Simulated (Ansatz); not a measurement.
# CH₆SSi (built from SMILES C[SiH2]S): a saddle search

Aim: find the first-order saddle near the start with the program's own search, from a guess of the mode.

Method: r2SCAN-D4/def2-SVP; program: Ansatz 0.2.0, Gaussian basis.

1 further run of the same task is left out (it didn't finish).

## 1. Where the work starts

The start, a known saddle point with all atoms moved at random by about 0.06 Å a coordinate: 9 atoms, charge 0, spin multiplicity 1.

Atoms are counted from 1 here; the program's logs count them from 0.

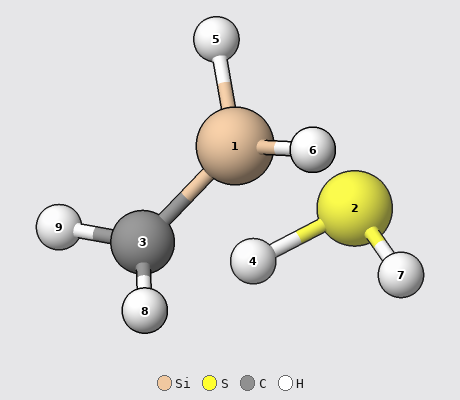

Start geometry, drawn with silicon light orange, sulfur yellow, carbon grey, hydrogen white; atoms are numbered from 1 in the order of the file.

As a file:

```xyz
9
CH6SSi
Si   -0.68036    0.59121    0.35634
S     0.80253    0.72106   -1.68946
C    -0.30069   -1.05760    0.72147
H     0.66163   -0.50783   -0.80935
H    -1.96687    0.87064   -0.45620
H    -0.07670    1.70632    1.02392
H     1.85568    1.03730   -0.93518
H     0.45976   -1.24670    1.51328
H    -1.06129   -2.03283    0.38050
```

## 2. The search

Input file run/in.yaml:

```yaml
crystal:
  periodic: [false, false, false]
  atoms:
    - {symbol: Si, position_ang: [-0.680355, 0.591210, 0.356336]}
    - {symbol: S, position_ang: [0.802528, 0.721065, -1.689460]}
    - {symbol: C, position_ang: [-0.300695, -1.057603, 0.721470]}
    - {symbol: H, position_ang: [0.661629, -0.507826, -0.809352]}
    - {symbol: H, position_ang: [-1.966865, 0.870641, -0.456198]}
    - {symbol: H, position_ang: [-0.076701, 1.706316, 1.023919]}
    - {symbol: H, position_ang: [1.855683, 1.037295, -0.935181]}
    - {symbol: H, position_ang: [0.459763, -1.246695, 1.513283]}
    - {symbol: H, position_ang: [-1.061289, -2.032831, 0.380499]}
basis:
  gaussian: {orbitals: def2-SVP}
hamiltonian: {xc: r2scan, dispersion: d4}
saddle:
  f_tol: 0.05
  max_steps: 40
  mode_guess:
    - [-0.2021, -0.1451, 0.3258]
    - [0.1820, -0.2230, -0.1086]
    - [-0.2377, -0.0036, 0.2973]
    - [0.2034, 0.4855, -0.5456]
    - [0.0043, -0.0010, -0.0165]
    - [0.0099, -0.0086, -0.0148]
    - [0.0453, -0.0079, -0.0349]
    - [0.0041, -0.0327, 0.0919]
    - [-0.0092, -0.0636, 0.0053]
```

On the command line:

```sh
ansatz run in.yaml --threads 2 --pin off --events-out ev --progress --plain --max-ram 4352MiB
```

The program printed, shortened:

```text
Functional definition: r2SCAN
  name "r2SCAN"
  cite "Furness, Kaplan, Ning, Perdew & Sun, J. Phys. Chem. Lett. 11, 8208 (2020) doi:10.1021/acs.jpclett.0c02405"
  cite "Furness, Kaplan, Ning, Perdew & Sun, J. Phys. Chem. Lett. 11, 9248 (2020) doi:10.1021/acs.jpclett.0c03077"
  parent r2scan
[...]
907 factors; their error is unknown
[...]
mean field -19836.13409074 eV, -728.9644824202 hartree, gradient 5.7e-5 eV, S^2 0.000000; 0 other end points of the search recorded, 0 dependent functions left out
[...]
reference -19836.13409976 eV, -728.9644827515 hartree; 21, 21 occupied and 59, 59 virtual orbitals, 907 factors
[... from here to the last solve, the lines of the solves are left out (104 solves) ...]
saddle step   1: F+E_penalty+E_count = -19836.17743169 eV  max|allowed force component| = 3.135e0 eV/Å  curvature = -7.6111 eV/Å²  mode residual = 3.42e0 eV/Å²  Δτ_max = 0.0000 Å  (1 rotations, 3 force calls, 69 SCF iters)  cluster: 3 rotations left out, max|force component along them| = [...]
saddle step   3: F+E_penalty+E_count = -19836.73287722 eV  max|allowed force component| = 5.546e-1 eV/Å  curvature = -7.3243 eV/Å²  mode residual = 1.15e0 eV/Å²  Δτ_max = 0.0577 Å  (1 rotations, 3 force calls, 71 SCF iters)  cluster: 3 rotations left out, max|force component along them| = [...]
saddle step   8: F+E_penalty+E_count = -19836.75910305 eV  max|allowed force component| = 1.405e-2 eV/Å  curvature = -7.3058 eV/Å²  mode residual = 3.40e-1 eV/Å²  Δτ_max = 0.0232 Å  (1 rotations, 8 force calls, 154 SCF iters)  cluster: 3 rotations left out, max|force component along them| [...]
saddle step   9: F+E_penalty+E_count = -19836.75922889 eV  max|allowed force component| = 1.125e-3 eV/Å  curvature = -7.4669 eV/Å² (error put at 0.0033; -7.4697 at half of saddle.amplitude)  mode residual = 2.75e-1 eV/Å²  Δτ_max = 0.0114 Å  (1 rotations, 76 force calls, 1235 SCF iters)  [...]
Total energy: -19836.75923780 eV, -728.9874561509 hartree
Atom 0 at    -0.766598     0.569371     0.370128 Å, force    -0.000383     0.000143     0.000379 eV/Å
Atom 1 at     0.890095     0.639899    -1.747237 Å, force     0.001125    -0.000288     0.000056 eV/Å
Atom 2 at    -0.301876    -1.072881     0.710250 Å, force     0.000336     0.000507    -0.000001 eV/Å
Atom 3 at     0.580086    -0.499476    -0.800690 Å, force    -0.000030     0.000194     0.000125 eV/Å
Atom 4 at    -1.983245     0.908036    -0.411877 Å, force     0.000142    -0.000117     0.000262 eV/Å
Atom 5 at    -0.157302     1.734452     1.064648 Å, force     0.000001    -0.000055    -0.000096 eV/Å
Atom 6 at     1.907100     1.020388    -0.942446 Å, force    -0.000895     0.000066    -0.000568 eV/Å
Atom 7 at     0.452818    -1.303948     1.469809 Å, force    -0.000051    -0.000335     0.000275 eV/Å
Atom 8 at    -0.927380    -1.914269     0.392729 Å, force    -0.000246    -0.000114    -0.000432 eV/Å
Dipole moment:     0.066797     0.177857     0.126274 e Å
```

Run time: 79 s. Hardware: 2 threads of AMD EPYC 9R14, shared host.

Along the way:

| step | energy from step 1 (eV) | largest force component (eV/Å) |
| --- | --- | --- |
| 1 | 0.0000 | 3.1346 |
| 2 | -0.5123 | 1.1577 |
| 3 | -0.5554 | 0.5546 |
| 4 | -0.5696 | 0.1763 |
| 5 | -0.5740 | 0.1405 |
| 6 | -0.5789 | 0.1706 |
| 7 | -0.5789 | 0.1213 |
| 8 | -0.5817 | 0.0141 |
| 9 | -0.5818 | 0.0011 |

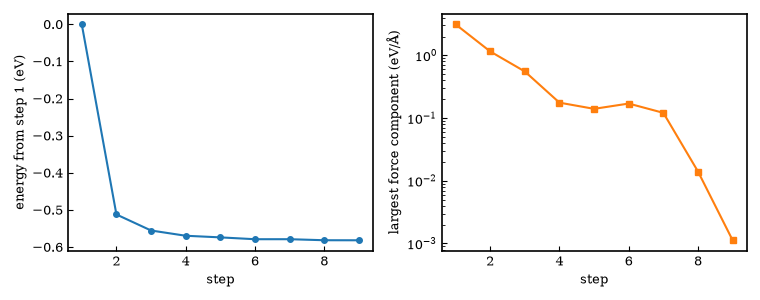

Energy and largest force along the relaxation.

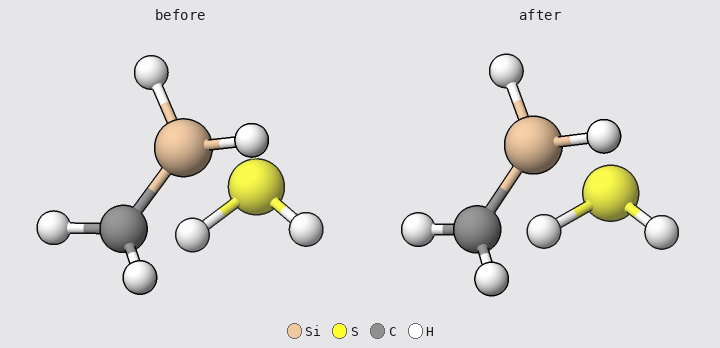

The geometry before (left) and after (right).

Close pairs (by a distance rule), those that changed most:

| bond | before (Å) | after (Å) | change (Å) |
| --- | --- | --- | --- |
| C3–H9 | 1.283 | 1.095 | -0.187 |
| Si1–H5 | 1.547 | 1.485 | -0.062 |
| Si1–H6 | 1.433 | 1.487 | +0.054 |
| C3–H8 | 1.114 | 1.095 | -0.019 |
| S2–H7 | 1.333 | 1.352 | +0.018 |
| Si1–C3 | 1.731 | 1.740 | +0.009 |
| S2–H4 | 1.518 | 1.513 | -0.005 |

## 3. Results

```
                  quantity           value
                     steps               9
             energy change  -13.4 kcal/mol
        last largest force     0.0011 eV/Å
       RMSD from the start         0.098 Å
RMSD from the known saddle         0.037 Å
```

In words: It converged in 9 steps at a force tolerance of 0.05 eV/Å. It is back at the known saddle, up to the shift that another level brings.
